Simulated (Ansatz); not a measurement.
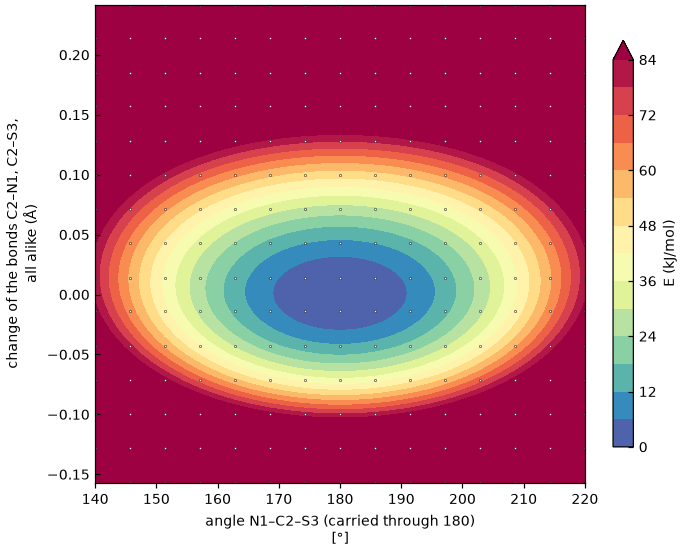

CNS, SMILES [N-]=C=S, charge −1. First axis: angle N1–C2–S3 (carried through 180). Second axis: change of the bonds C2–N1, C2–S3, all alike. Nothing is relaxed (all other coordinates rigid). Grid: 15 × 15 points; 179 points were computed and 46 follow by symmetry. Points are written as (first, second). Energies are in kJ/mol, from the relaxed molecule at the same level. The restricted reference is unstable at some or all points, so the energies there are unreliable. The calculation used RHF-MP2, frozen core/def2-TZVPD in Ansatz.

In the figure: filled contours, dots at the grid points, one colour for all values above the top of the scale. Between grid points the surface is interpolated.

Question: Where is the minimum, and how stiff is the well along each coordinate?

Answer: The interpolated minimum is at the first coordinate ≈ 180.0°, the second coordinate ≈ 0.000 Å. The curvatures there are about 3.3 eV/rad² and 130 eV/Å², with a cross term of about 0 eV/(rad·Å). Round the minimum the two coordinates are nearly uncoupled. (1 eV is 96.5 kJ/mol.)
